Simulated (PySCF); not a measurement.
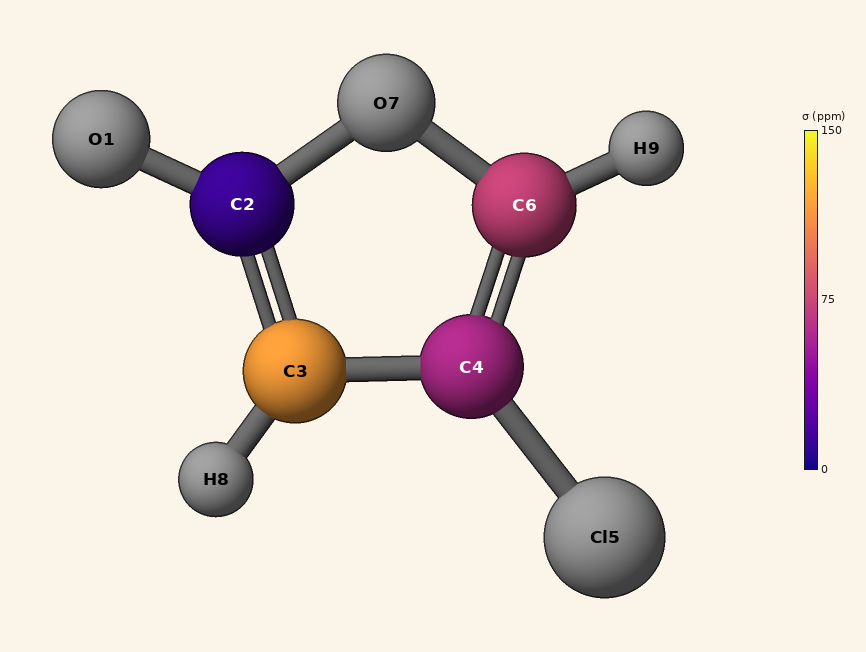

Atoms are coloured by their isotropic NMR shieldings (C only, the others grey). The species has charge −1 and is a spin singlet. The computed structure is the end point of a GFN2-xTB optimisation. No frequency run is at hand to confirm it as a minimum. Method: GIAO PBE0/pcSseg-1 NMR shielding, non-relativistic, gas phase (PySCF 2.14.0).

Question: Which C atom is the most shielded (lowest chemical shift)?

Answer: C3 (116.7 ppm).

Question: Which C atom is the least shielded (highest chemical shift)?

Answer: C2 (13.5 ppm).

Question: How wide is the range of C shifts?

Answer: 103.2 ppm.

List the isotropic NMR shieldings of the C atoms.

```csv
atom,σ (ppm)
C2,13.5
C3,116.7
C4,61.2
C6,73.8
```
